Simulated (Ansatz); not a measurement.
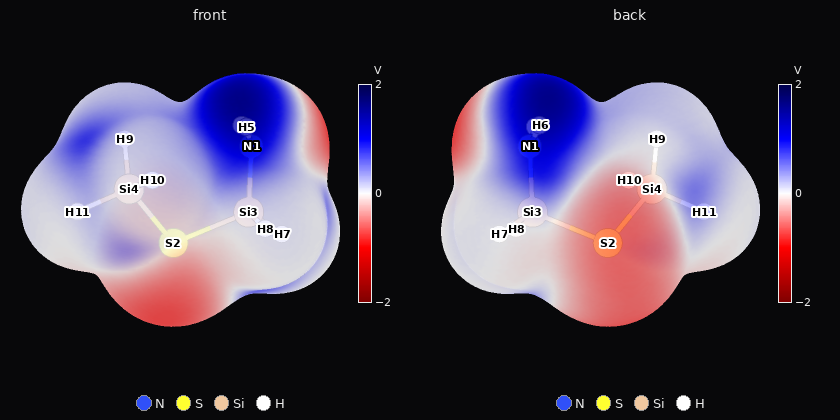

The picture shows: H₇NSSi₂. The electrostatic potential painted on the density surface at 0.001 e/bohr³, seen from the front and from behind; red is negative and blue positive.

Geometry: B3LYP-D3(BJ)/def2-SVP.

Computed with isolated molecule in a Gaussian basis; Kohn-Sham density functional theory, functional PBE0 (Ansatz 0.2.0).

| atom | x (Å) | y (Å) | z (Å) |
| --- | --- | --- | --- |
| N | -2.2232 | -1.3670 | -0.0524 |
| S | -0.1899 | 0.6363 | -1.6841 |
| Si | -2.0712 | -0.4488 | -1.5055 |
| Si | -0.0320 | 1.2767 | 0.3677 |
| H | -2.6641 | -0.9620 | 0.7667 |
| H | -1.5572 | -2.0902 | 0.2005 |
| H | -2.0891 | -1.3223 | -2.7075 |
| H | -3.2140 | 0.5026 | -1.5025 |
| H | 0.4206 | 0.1792 | 1.2689 |
| H | -1.3416 | 1.7864 | 0.8710 |
| H | 0.9736 | 2.3732 | 0.3991 |

Where is the surface potential most negative and most positive?

The most negative region (about −0.7 V) lies over N1 and S2, the most positive (about +1.5 V) over H5 and H6.

How polar is the molecule by this calculation?

Its dipole moment is 1.97 D.
